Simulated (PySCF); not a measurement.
Input

```
{"job": {"kind": "epr", "basis": "pcH-1"}, "charge": 0, "multiplicity": 2}
C     -1.965116     1.450870     0.148347
C     -1.078375     0.254672     0.145849
C     -1.307732    -0.864063    -0.804759
O      0.133369     0.418995     0.716795
Si     1.501740    -0.450923     0.808770
N      2.153982    -0.635895    -0.782405
O      2.536551     0.393447     1.721768
H     -3.010381     1.153664     0.229087
H     -1.860975     2.039128    -0.772425
H     -1.710155     2.093658     0.987109
H     -2.374589    -1.025349    -0.942121
H     -0.851828    -1.777807    -0.425477
H     -0.869908    -0.659872    -1.791758
H      1.328312    -1.668982     1.591618
H      1.578637    -1.033586    -1.506478
H      3.093367    -0.989340    -0.863671
H      2.696100     1.313413     1.529841
```

Launched as:

```sh
OMP_NUM_THREADS=1 python probes_run.py task.json out
```

Geometry: GFN2-xTB.

Method: PySCF, UKS B3LYP, pcH-1 on C H N O Si, non-relativistic, mean-field spin-orbit, GIAO.

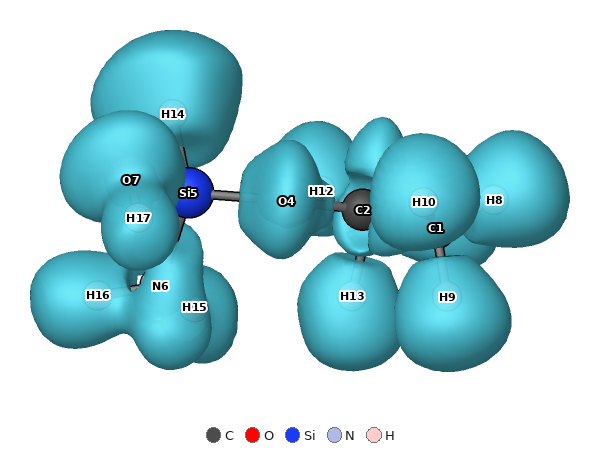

C3H10NO2Si (doublet). Isosurface of the electron localisation function at 0.75 (cyan), seen from one side. Core shells and regions of very low density are left out.

Identify the bonds, lone pairs and shells in this picture.

At this value the surface marks out seven regions around hydrogen nuclei, one region on C in which the atom's valence shell and bonds are merged, one region on O in which the atom's valence shell and bonds are merged, one joined region spread over several atoms (H, N), in which their bonds and any lone pairs are merged and one joined region spread over several atoms (H, O), in which their bonds and any lone pairs are merged.

Values along the shortest contacts:
C–O (1.35 Å): the ELF peaks at about 0.90 between the atoms: a polar covalent bond. C–C (1.49 Å): the ELF peaks at about 0.95 between the atoms, as expected for a covalent bond.
